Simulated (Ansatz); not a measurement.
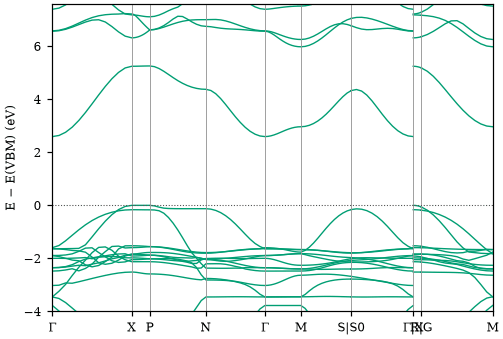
Figure. Band structure from r²SCAN in the plane-wave PAW code Ansatz

Read off the gap and where the band edges lie.

About 2.6 eV (2.59 eV by a search for the band edges); maximum at X, minimum at Γ.

Which of these materials gives this?
A. Al2ZnTe4, I-4 (Al on 2d, Al on 2b, Zn on 2a, Te on 8g)
B. Cs2HgF4, I4/mmm (Cs on 4e, Hg on 2a, F on 4e, F on 4c)
C. AlCuGeSe4, I-4 (Al on 2c, Cu on 2a, Ge on 2b, Se on 8g)

B, Cs2HgF4, I4/mmm (Cs on 4e, Hg on 2a, F on 4e, F on 4c)

The workflow started from a Materials Project entry (that database holds measured and hypothetical structures alike); the Crystallography Open Database copy checked does not list it. Whether it is the stable phase at ambient conditions was not checked. Symmetry was held in the r²SCAN relaxation; whether a distortion lowers the energy is not shown. Scalar-relativistic: spin–orbit coupling is off unless named, which matters more the heavier the elements.

Potentials: the later of the program's two PAW sets.
